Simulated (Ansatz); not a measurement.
**GeH₆: density, localisation and related maps**

The calculation's input:

```
crystal:
  periodic: [false, false, false]
  atoms:
    - { symbol: H, position_ang: [0.0579, -0.1624, -3.0768] }
    - { symbol: H, position_ang: [-0.2199, 0.2231, -2.456] }
    - { symbol: Ge, position_ang: [0.033, -0.0123, 1.1029] }
    - { symbol: H, position_ang: [0.6696, 0.9741, 2.009] }
    - { symbol: H, position_ang: [0.838, -0.14, -0.1334] }
    - { symbol: H, position_ang: [-1.3379, 0.4439, 0.769] }
    - { symbol: H, position_ang: [-0.0408, -1.3265, 1.7854] }
basis:
  gaussian: { orbitals: def2-SVP }
hamiltonian:
  xc: pbe
  dispersion: d4
relax:
  f_tol: 0.02
  max_steps: 40
scf:
  lower_state_search: "off"
output:
  orbitals: {}
```

Command:

```sh
ansatz run input.yaml --threads 1 --pin off --max-ram 2048MiB --backend cpu --events-out ev --progress --plain --runs-dir out
```

The fields are those of the relaxed geometry.

At this geometry the atoms fall into two loosely joined parts.

Computed with Ansatz 0.2.0, RKS PBE-D4/def2-SVP.

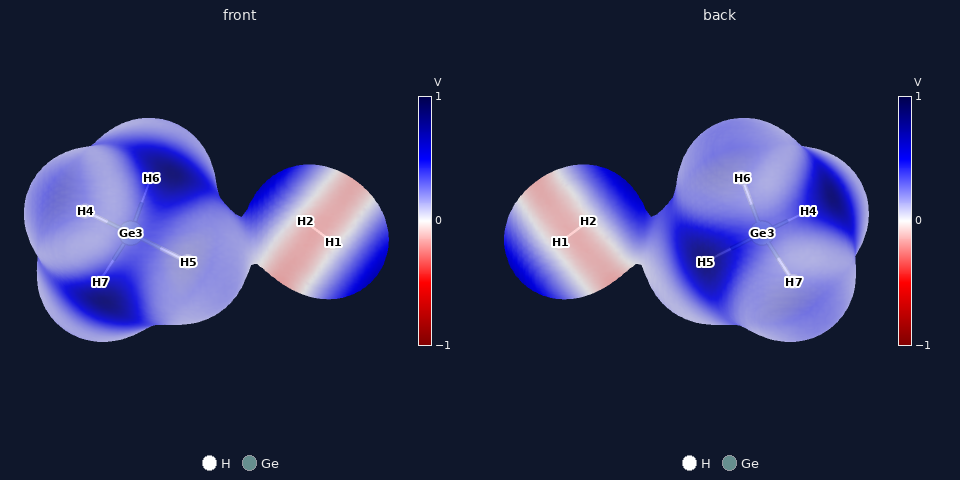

Figure 1. The molecular electrostatic potential painted on the density surface at 0.002 e/bohr³, seen from the front and from behind; red is negative and blue positive.

> Where is the surface potential most negative and most positive?

The most negative region (about −0.1 V) lies over H1 and H2, the most positive (about +0.9 V) over Ge3.

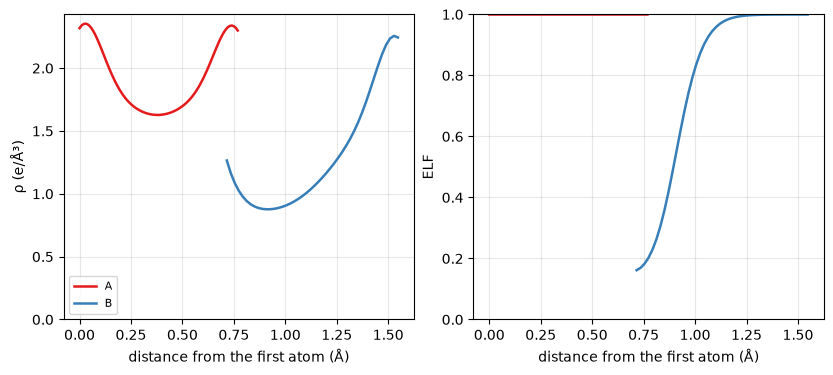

Figure 2. Total electron density and electron localisation function along straight lines between neighbouring atoms. The curves leave out the atomic cores.

> Which curve belongs to which contact (Ge–H and H–H)? The first atom named is at distance zero.

Curve A: H–H (0.77 Å): the density is about 1.6 e/Å³ at the midpoint; the ELF is about 1 at the midpoint. Curve B: Ge–H (1.55 Å): ρ at the midpoint is about 1 e/Å³; the ELF climbs to about 1 towards the hydrogen.

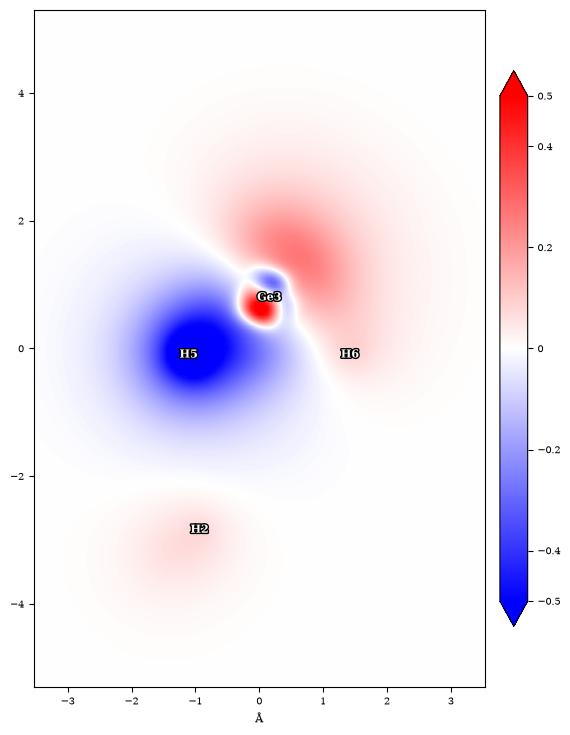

Figure 3. The HOMO on the plane of atoms H5, Ge3 and H6 (values in Å⁻³ᐟ²; the overall sign is arbitrary).

> Where does this orbital lie, and at what energy?

Its weight (Hirshfeld) is mainly on Ge3 (about 45 %), H5 (about 35 %) and H4 (about 10 %). Its energy is −8.26 eV.
